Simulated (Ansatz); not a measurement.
SnO2 (Pnnm), computed twice by G0W0.

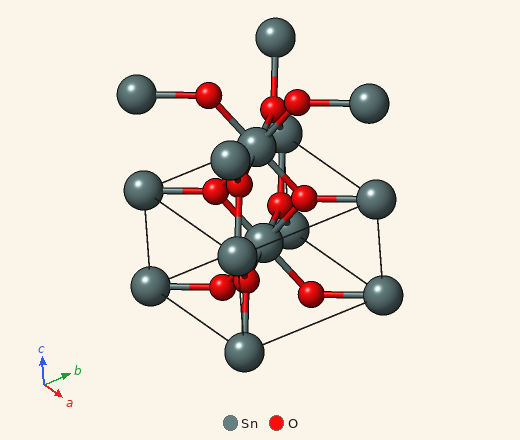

The structure (tin teal, oxygen red). 1×1×2 cells are drawn. Some periodic images of atoms are drawn too.

```yaml
crystal:
  lattice:
    - [4.78800, 0.00000, 0.00000]
    - [0.00000, 4.86658, 0.00000]
    - [0.00000, 0.00000, 3.24090]
  atoms:
    - { symbol: Sn, position: [0.50000, 0.50000, 0.50000] }
    - { symbol: Sn, position: [0.00000, 0.00000, 0.00000] }
    - { symbol: O, position: [0.29185, 0.32104, 0.00000] }
    - { symbol: O, position: [0.79185, 0.17896, 0.50000] }
    - { symbol: O, position: [0.20814, 0.82104, 0.50000] }
    - { symbol: O, position: [0.70815, 0.67896, 0.00000] }
```

The cell and positions are those that the Materials Project relaxed with its own functionals (PBE, PBE+U or r2SCAN), kept fixed. This is not the form that SnO2 usually takes at ambient conditions.

The first (Ansatz 0.2.0; start LDA, 4×4×4 mesh, 171 empty bands, screening to 100 eV, PAW set soft_1 files; 1 × NVIDIA H100 80GB HBM3 (shared by 6 runs) with 2 threads of AMD EPYC 7R13 (Zen 3), shared host) gave, on its mesh: starting gap 0.68 eV, G0W0 gap 1.87 eV, RPA ε∞ (mean) 5.76, 21 s.

The second gave: starting gap 0.68 eV, G0W0 gap 1.92 eV, RPA ε∞ (mean) 5.70, 75 s.

**Question.** What was changed in the input? Choose among start, files, mesh, bands and cutoff, frequency model or another key.

Changed: empty bands from 171 to 559 and screening cutoff (eV) from 100 to 220. The starting gap stayed, which rules out the functional and points to the GW step. Other changes could give like numbers; this is the one that was made.

Limits: not at the basis limit; no spin-orbit coupling; coarse k mesh.

[Paths, hosts, dates, memory and timing lines, banners, echoed tables and standing remarks are left out of the program output.]

[Logs are printed without paths, hosts, clocks, repeated set-up lines and the standing remarks that a program may print on its own settings, such as how far it seeks lower states.]

[Runs of the session that timed out or met a known fault of the program may be left out.]

[Cells called generated may have been cut or substituted from an entry of the Crystallography Open Database or the Materials Project.]

[Hosts, paths, dates, database ids (printed as entryN), source tags and the programs' standing remarks are cut or masked in the printed files.]
